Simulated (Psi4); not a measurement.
**HfH$_{4}$: molecular dynamics (part 1 of 2)**

- system: HfH$_{4}$, SMILES [H][Hf]([H])([H])[H]
- method: B3LYP/def2-SVP, RKS, dispersion D4, core potentials def2 (Psi4 1.11)

The geometry comes from this level: GFN2-xTB.

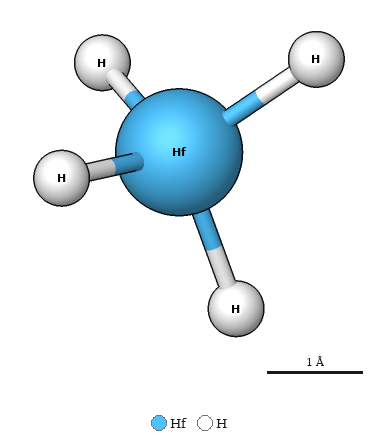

**Figure 1.** The input geometry (ball-and-stick view, seen at a tilt). Sticks mark near contacts. Bond lengths as drawn: H–Hf 1.86 Å.

### The input (run_ase.py)
```python
import numpy as np
from ase.calculators.psi4 import Psi4
from ase.io import read
from ase import units
from ase.md.velocitydistribution import MaxwellBoltzmannDistribution, Stationary
from ase.md.verlet import VelocityVerlet

mol = read('h4hf.xyz')
calc = Psi4(atoms=mol, method='b3lyp-d4', basis='def2-SVP', memory='1600MB', num_threads=1, charge=0, multiplicity=1, label='h4hf')
mol.calc = calc

MaxwellBoltzmannDistribution(mol, temperature_K=300.0, rng=np.random.default_rng(186))
Stationary(mol)
dyn = VelocityVerlet(mol, 0.5 * units.fs)
def show():
    ep, ek = mol.get_potential_energy(), mol.get_kinetic_energy()
    print(f'step {dyn.nsteps:3d}  Epot {ep:14.6f}  Ekin {ek:9.6f}  Etot {ep + ek:14.6f} eV  T {mol.get_temperature():7.1f} K')
dyn.attach(show)
dyn.run(15)
```

### File h4hf.xyz
```
5
H4Hf
Hf     0.000070     0.000180    -0.000140
H      0.010430    -0.017760     1.863600
H      1.753220     0.010280    -0.631130
H     -0.886000     1.525370    -0.601880
H     -0.877720    -1.518080    -0.630450
```

Machine: 1 thread of Intel Xeon (Granite Rapids), 16 GiB of memory available, shared host.

Run as:
```bash
python run_ase.py
```

### What the program printed
```
gradient() will perform analytic gradient computation.

   => Loading Basis Set <=

    Name: DEF2-SVP
    Role: ORBITAL
    Keyword: BASIS

    !!!  WARNING: ECP capability is in beta. Please check occupations closely.  !!!

   => B3LYP-D4(BJ,EEQ)ATM: Empirical Dispersion <=

        a1 =       0.408680
        a2 =       4.538071
       alp =      16.000000
        s6 =       1.000000
        s8 =       2.029294
        s9 =       1.000000
        ga =       3.000000
        gc =       2.000000
        wf =       6.000000

         ---------------------------------------------------------
                                   SCF
                              RKS Reference
                        1 Threads,   1525 MiB Core
         ---------------------------------------------------------

  ==> Geometry <==

    Molecular point group: c1
    Full point group: C1

    Geometry (in Angstrom), charge = 0, multiplicity = 1:

       Center              X                  Y                   Z               Mass
    ------------   -----------------  -----------------  -----------------  -----------------
         HF          -0.000750338166    -0.000401604347     0.001551486573   179.946557000000
         H            0.158520842660     0.079005781656     1.805859118893     1.007825032230
         H            1.672262868299     0.032862082728    -0.834708763137     1.007825032230
         H           -0.866544339774     1.524429107948    -0.560926684218     1.007825032230
         H           -0.830266940251    -1.564590756289    -0.687240671682     1.007825032230

  Running in c1 symmetry.

  Rotational constants: A =      1.92518  B =      1.79199  C =      1.75147 [cm^-1]
  Rotational constants: A =  57715.42312  B =  53722.50406  C =  52507.74937 [MHz]
  Nuclear repulsion =   14.737060360110844

  Charge       = 0
  Multiplicity = 1
  Electrons    = 16
  Nalpha       = 8
  Nbeta        = 8

  ==> Algorithm <==

  SCF Algorithm Type is DF.
  DIIS enabled.
  MOM disabled.
  Fractional occupation disabled.
  Guess Type is SAD.
  Energy threshold   = 1.00e-08
  Density threshold  = 1.00e-08
  Integral threshold = 1.00e-12

  ==> Primary Basis <==

  Basis Set: DEF2-SVP
    Blend: DEF2-SVP
    Number of shells: 24
    Number of basis functions: 52
    Number of Cartesian functions: 57
    Spherical Harmonics?: true
    Max angular momentum: 3

  Core potential: DEF2-SVP
    Number of shells: 4
    Number of ECP primitives: 10
    Number of ECP core electrons: 60
    Max angular momentum: 3

  ==> DFT Potential <==

   => LibXC <=

    Version 7.1.2

   => Composite Functional: B3LYP-D4BJEEQATM <=

    B3LYP-d4bjeeqatm Hyb-GGA Exchange-Correlation Functional

    Deriv               =              1
    GGA                 =           TRUE
    Meta                =          FALSE

    Exchange Hybrid     =           TRUE
    MP2 Hybrid          =          FALSE

   => Exchange Functionals <=

    0.0800   Slater exchange
    0.7200         Becke 88

   => Exact (HF) Exchange <=

    0.2000               HF

   => Correlation Functionals <=

    0.1900   Vosko, Wilk & Nusair (VWN5_RPA)
    0.8100   Lee, Yang & Parr

   => LibXC Density Thresholds  <==

    XC_HYB_GGA_XC_B3LYP:  1.00E-15

   => Molecular Quadrature <=

    Radial Scheme          =       TREUTLER
    Pruning Scheme         =           NONE
    Nuclear Scheme         =       TREUTLER

    Blocking Scheme        =         OCTREE
    BS radius alpha        =              1
    Pruning alpha          =              1
    Radial Points          =             75
    Spherical Points       =            302
    Total Points           =         110096
    Total Blocks           =            877
    Max Points             =            256
    Max Functions          =             52
    Weights Tolerance      =       1.00E-15

   => Loading Basis Set <=

    Name: (DEF2-SVP AUX)
    Role: JKFIT
    Keyword: DF_BASIS_SCF

  ==> Integral Setup <==

  DFHelper Memory: AOs need 0.007 GiB; user supplied 0.961 GiB.
  SCF_SUBTYPE=INCORE selected. In-core MEM_DF algorithm will be used.
  Using in-core AOs.

  ==> MemDFJK: Density-Fitted J/K Matrices <==

    J tasked:                   Yes
    K tasked:                   Yes
    wK tasked:                   No
    Memory [MiB]:               984
    Algorithm:                 Core
    Schwarz Cutoff:           1E-12
    Mask sparsity (%):       0.0000
    Fitting Condition:        1E-10

   => Auxiliary Basis Set <=

  Basis Set: (DEF2-SVP AUX)
    Blend: DEF2-UNIVERSAL-JKFIT
    Number of shells: 69
    Number of basis functions: 299
    Number of Cartesian functions: 421
    Spherical Harmonics?: true
    Max angular momentum: 6

  Cached 100.0% of DFT collocation blocks in 0.156 [GiB].

  Minimum eigenvalue in the overlap matrix is 1.6181906968E-02.
  Reciprocal condition number of the overlap matrix is 3.7997632207E-03.
    Using symmetric orthogonalization.

  ==> Pre-Iterations <==

  SCF Guess: Superposition of Atomic Densities via on-the-fly atomic UHF (no occupation information).

   -------------------------
    Irrep   Nso     Nmo
   -------------------------
     A         52      52
   -------------------------
    Total      52      52
   -------------------------

  ==> Iterations <==

                           Total Energy        Delta E     RMS |[F,P]|

   @DF-RKS iter SAD:   -49.79135619164078   -4.97914e+01   0.00000e+00
   @DF-RKS iter   1:   -50.31033492815667   -5.18979e-01   3.35039e-03 ADIIS/DIIS
   @DF-RKS iter   2:   -50.33657988201993   -2.62450e-02   1.32937e-03 ADIIS/DIIS
   @DF-RKS iter   3:   -50.33960115728929   -3.02128e-03   6.97946e-04 ADIIS/DIIS
   @DF-RKS iter   4:   -50.34063474976838   -1.03359e-03   3.99327e-05 DIIS
   @DF-RKS iter   5:   -50.34064070249729   -5.95273e-06   1.70894e-05 DIIS
   @DF-RKS iter   6:   -50.34064133228232   -6.29785e-07   3.04312e-06 DIIS
   @DF-RKS iter   7:   -50.34064137848607   -4.62037e-08   6.36515e-07 DIIS
   @DF-RKS iter   8:   -50.34064138004737   -1.56130e-09   9.63875e-08 DIIS
   @DF-RKS iter   9:   -50.34064138007339   -2.60201e-11   3.67753e-08 DIIS
   @DF-RKS iter  10:   -50.34064138007596   -2.56506e-12   9.27961e-09 DIIS
  Energy and wave function converged.

  ==> Post-Iterations <==

   Electrons on quadrature grid:
      Ntotal   =   16.0000001096 ; deviation = 1.096e-07

    Orbital Energies [Eh]
    ---------------------

    Doubly Occupied:

       1A     -2.508116     2A     -1.348082     3A     -1.346838
       4A     -1.344727     5A     -0.354213     6A     -0.305148
       7A     -0.301528     8A     -0.295611

    Virtual:

       9A     -0.088414    10A     -0.087041    11A     -0.064534
      12A     -0.061936    13A     -0.059887    14A      0.050520
      15A      0.083883    16A      0.085721    17A      0.087283
      18A      0.117212    19A      0.149975    20A      0.151162
      21A      0.153609    22A      0.171000    23A      0.171724
      24A      0.523058    25A      0.571115    26A      0.576882
      27A      0.580641    28A      0.640540    29A      0.650554
      30A      0.658742    31A      0.672686    32A      0.673864
      33A      0.679141    34A      0.889069    35A      0.911313
      36A      0.929816    37A      1.030915    38A      1.201976
      39A      1.541801    40A      1.562320    41A      1.565498
      42A      1.588643    43A      1.603587    44A      1.659542
      45A      1.691614    46A      1.711444    47A      2.015605
      48A      2.042088    49A      2.068897    50A      2.180784
      51A     70.993102    52A    705.509761

    Final Occupation by Irrep:
              A
    DOCC [     8 ]
    NA   [     8 ]
    NB   [     8 ]

  @DF-RKS Final Energy:   -50.34064138007596

   => Energetics <=

    Nuclear Repulsion Energy =             14.7370603601108439
    One-Electron Energy =                -110.2667228331986848
    Two-Electron Energy =                  51.1931828748161450
    DFT Exchange-Correlation Energy =      -5.9998818717005786
    Empirical Dispersion Energy =          -0.0042799101036811
    VV10 Nonlocal Energy =                  0.0000000000000000
    Total Energy =                        -50.3406413800759580

Computation Completed

Properties will be evaluated at   0.000000,   0.000000,   0.000000 [a0]

Properties computed using the SCF density matrix

 Multipole Moments:

 ------------------------------------------------------------------------------------
     Multipole            Electronic (a.u.)      Nuclear  (a.u.)        Total (a.u.)
 ------------------------------------------------------------------------------------

 L = 1.  Multiply by 2.5417464519 to convert [e a0] to [Debye]
 Dipole X            :         -0.3094836            0.2361560           -0.0733276
 Dipole Y            :         -0.1318011            0.1263980           -0.0054030
 Dipole Z            :          0.6818381           -0.4883036            0.1935344
 Magnitude           :                                                    0.2070307

 ------------------------------------------------------------------------------------

	total time  =          2 seconds =       0.03 minutes

         ------------------------------------------------------------
                                   SCF GRAD
         ------------------------------------------------------------

  ==> Geometry <==

    Molecular point group: c1
    Full point group: C1

    Geometry (in Angstrom), charge = 0, multiplicity = 1:

       Center              X                  Y                   Z               Mass
    ------------   -----------------  -----------------  -----------------  -----------------
         HF          -0.000750338166    -0.000401604347     0.001551486573   179.946557000000
         H            0.158520842660     0.079005781656     1.805859118893     1.007825032230
         H            1.672262868299     0.032862082728    -0.834708763137     1.007825032230
         H           -0.866544339774     1.524429107948    -0.560926684218     1.007825032230
         H           -0.830266940251    -1.564590756289    -0.687240671682     1.007825032230

  Nuclear repulsion =   14.737060360110844

  ==> Basis Set <==
```
